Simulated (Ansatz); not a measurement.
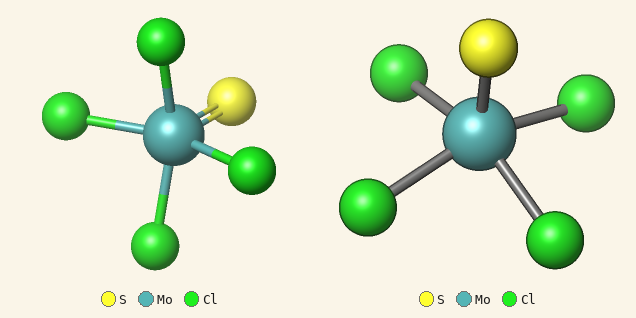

Both panels show the same species.

Charge 0, singlet.

What is the molecular formula?

Answer. MoSCl4, 6 atoms: 1 molybdenum, 1 sulfur and 4 chlorine.

Count the bonded pairs by element.

Answer. 4 Cl–Mo, 1 Mo–S.

Write the SMILES.

Answer. [S]=[Mo]([Cl])([Cl])([Cl])[Cl]

The parts below concern this one geometry. Atoms keep their numbers from picture to picture. Computed geometry: PBE-D4/def2-SVP optimisation. No frequency run is at hand to confirm it as a minimum.

**Shape**

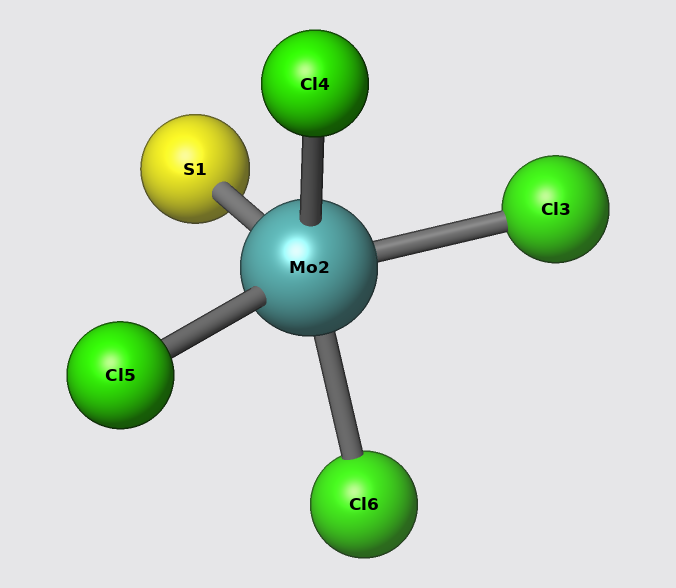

No frequency run is at hand to confirm it as a minimum.

Give these bond angles: S1–Mo2–Cl3, S1–Mo2–Cl4, Cl3–Mo2–Cl5, Cl4–Mo2–Cl6, Cl3–Mo2–Cl4.

| angle | degrees |
| --- | --- |
| S1–Mo2–Cl3 | 103.4 |
| S1–Mo2–Cl4 | 104.1 |
| Cl3–Mo2–Cl5 | 153.3 |
| Cl4–Mo2–Cl6 | 151.7 |
| Cl3–Mo2–Cl4 | 86.8 |

**Charges**

The questions are on Mulliken charges. No frequency run is at hand to confirm it as a minimum. Level of theory: RKS PBE-D4/def2-SVP, core potentials on Mo (Ansatz 0.2.0).

Give the Mulliken charges atom by atom.

| atom | value (e) |
| --- | --- |
| S1 | 0.13 |
| Mo2 | 0.09 |
| Cl3 | −0.06 |
| Cl4 | −0.05 |
| Cl5 | −0.06 |
| Cl6 | −0.05 |

**Electronic properties**

No frequency run is at hand to confirm it as a minimum. Level of theory: RKS PBE-D4/def2-SVP, core potentials on Mo (Ansatz 0.2.0).

Give the dipole moment at this level.

Answer. 1.02 D.

**Metal centre**

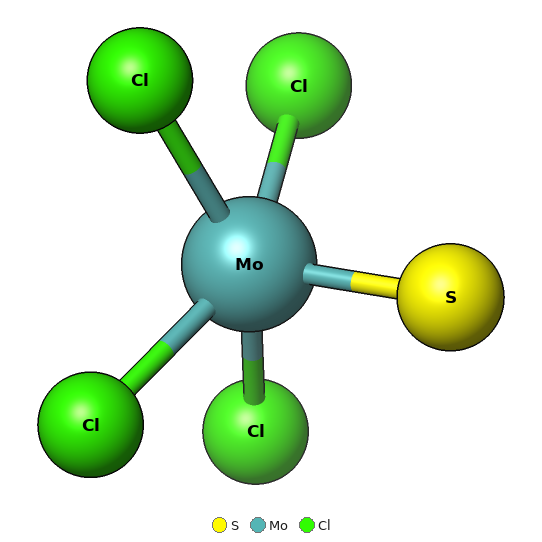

A metal compound. No frequency run is at hand to confirm it as a minimum.

What is the coordination number of the metal, and which atoms bind to it?

Answer. Mo binds 5 atoms: 1 S at 2.09 Å, 4 Cl at 2.31 Å. The arrangement is square pyramidal.

Give the formal oxidation state and the d-electron count.

Answer. Mo(VI), d⁰, counting the ligands as closed-shell ions or neutral donors.

Mulliken values depend strongly on the basis set and can even reverse the polarity of a bond.
